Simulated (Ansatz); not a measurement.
Starting cell, MoS$_{2}$ (2H-MoS2 type, space group P6_3/mmc):

```yaml
crystal:
  lattice:
    - [3.14944, 0.00000, 0.00000]
    - [-1.57472, 2.72750, 0.00000]
    - [0.00000, 0.00000, 12.09150]
  atoms:
    - { symbol: Mo, position: [0.33333, 0.66667, 0.25000] }
    - { symbol: Mo, position: [0.66667, 0.33333, 0.75000] }
    - { symbol: S, position: [0.33333, 0.66667, 0.62050] }
    - { symbol: S, position: [0.66667, 0.33333, 0.12050] }
    - { symbol: S, position: [0.66667, 0.33333, 0.37950] }
    - { symbol: S, position: [0.33333, 0.66667, 0.87950] }
```

In each cell atom 4 (S, nearest neighbour Mo at 2.400 Å; its periodic images, 3.1 Å or more away, move with it) moves by s·(0.707, 0.707, 0.000) (along Cartesian [110]), the rest being held.

Method: PBE-D3(BJ) (plane waves to 420 eV, PAW, scalar-relativistic; Ansatz, a first-principles code). k mesh 10×10×3 (Γ-centred), Fermi-Dirac smearing 0.05 eV. E stands for the smeared free energy. F⊥ is the part of the force across the line. MoS2 is run without spin polarisation. MoS2 was relaxed with its symmetry unable to fall. The PAW data are Ansatz's earlier set. The zero of ΔE is the undisplaced structure.

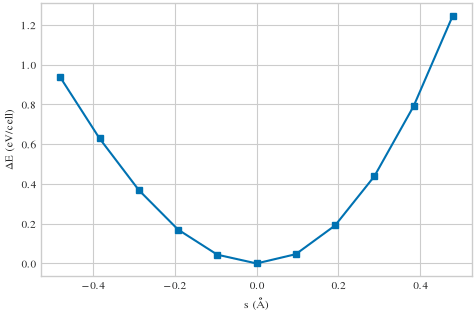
Fig. 1. ΔE (eV/cell) against s (Å); markers are the computed points, lines only join them.

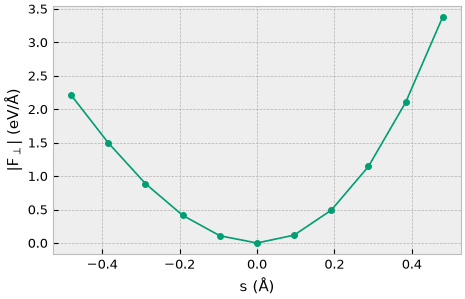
*|F⊥| (eV/Å) against s (Å); one marker a computed point.*

The force constant k = d²E/ds² at s = 0 (finite differences) comes out as 9.85 eV/Å² and the energy at s = 0.480 Å is 1247 meV/cell. Symmetry of the curve: not even: the positive side lies higher at ±0.480 Å. Harmonic estimate at the end of the scan: ½ks² = 1135 meV/cell against the computed 1247 meV/cell, so the well is stiffer than harmonic there. Shape of the curve: a single well with its minimum at or next to zero displacement.

With its periodic images moving along, the atom's site symmetry in this cell is 3m..

(For displaced atoms, the force is minus the slope of the energy, and its curvature is a force constant, which sets phonon frequencies.)
